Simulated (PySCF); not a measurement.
Vertical excitations of a molecule C2H6AlBrO from TDA-PBE/def2-SVPD (PySCF), as energy in eV (oscillator strength): 5.51 (0.000), 5.57 (0.011), 5.69 (0.000), 5.92 (0.049), 5.98 (0.000), 6.12 (0.125), 6.17 (0.057), 6.49 (0.000), 6.68 (0.009), 6.80 (0.187). Lowest triplet (TDA): 5.31 eV. Geometry optimised at B3LYP-D3(BJ)/def2-SVP. The values are those of a single conformer.

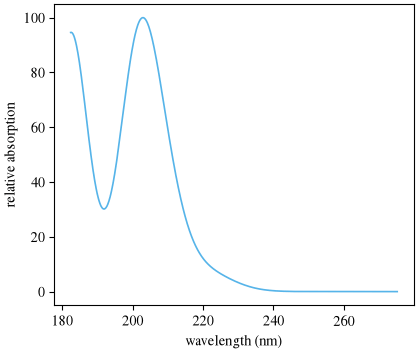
*The lines broadened by 0.4 eV.*

Q: Pick the molecule that these values belong to.
A. CC[O][AlH][Br]
B. C[O][Al]([CH3])[Br]
C. C[CH2][Al]([OH])[Br]

A: B, C[O][Al]([CH3])[Br]
